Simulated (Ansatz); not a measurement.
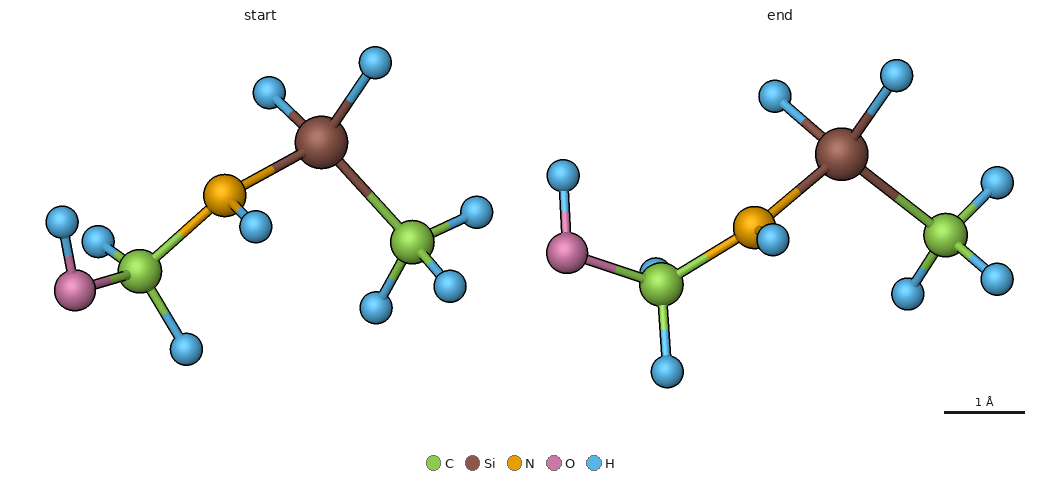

The structure of C₂H₉NOSi (coarse preliminary run) before (left) and after (right) a relaxation, at one scale.

A ball-and-stick model, seen at a tilt.

The start comes from a force field.

Method: Ansatz, RKS PBE-D4/def2-SVP.

Input file:
```yaml
crystal:
  periodic: [false, false, false]
  atoms:
    - {symbol: C, position_ang: [-1.854600, 0.112400, -0.773200]}
    - {symbol: Si, position_ang: [-0.532600, -1.040600, -0.504600]}
    - {symbol: N, position_ang: [0.568700, -0.428400, 0.601100]}
    - {symbol: C, position_ang: [1.474600, 0.754100, 0.385400]}
    - {symbol: O, position_ang: [2.246700, 0.870500, 1.487800]}
    - {symbol: H, position_ang: [-1.534000, 1.117900, -1.197400]}
    - {symbol: H, position_ang: [-2.404400, 0.386500, 0.150300]}
    - {symbol: H, position_ang: [-2.597800, -0.228000, -1.497400]}
    - {symbol: H, position_ang: [0.206200, -1.290300, -1.718300]}
    - {symbol: H, position_ang: [-1.044200, -2.299000, 0.088100]}
    - {symbol: H, position_ang: [0.126700, -0.307200, 1.532800]}
    - {symbol: H, position_ang: [2.046200, 0.660500, -0.488200]}
    - {symbol: H, position_ang: [0.746000, 1.678500, 0.287900]}
    - {symbol: H, position_ang: [2.539700, -0.015900, 1.674400]}
basis:
  gaussian: {orbitals: def2-SVP}
hamiltonian: {xc: pbe, dispersion: d4}
relax: {f_tol: 0.03, max_steps: 200}
```

Run as
```bash
ansatz run in.yaml --threads 4 --pin off --events-out ev --progress --plain --max-ram 10444MiB
```

> Summarise the run.

The largest move after the best rigid fit is that of H13, 0.92 Å. Largest moves by element: H 0.92 Å, O 0.61 Å, N 0.47 Å, C 0.32 Å, Si 0.20 Å. Among the contacts that change: C1–Si2 1.775 → 1.889 Å, Si2–N3 1.676 → 1.751 Å, C4–H12 1.048 → 1.121 Å, Si2–H9 1.443 → 1.510 Å. Among the angles between lasting bonds that change: Si2–N3–H11 110.8° → 119.5°, N3–C4–H13 104.8° → 112.4°, C4–N3–H11 107.0° → 113.8°. The energy falls by 0.814 eV in 12 accepted moves (13 points after the start). The largest force component goes from 4.5 to 0.019 eV/Å. The line search rejected the trial step at point 9 of the run. The forces were under the threshold at step 10, but the run went on from there.
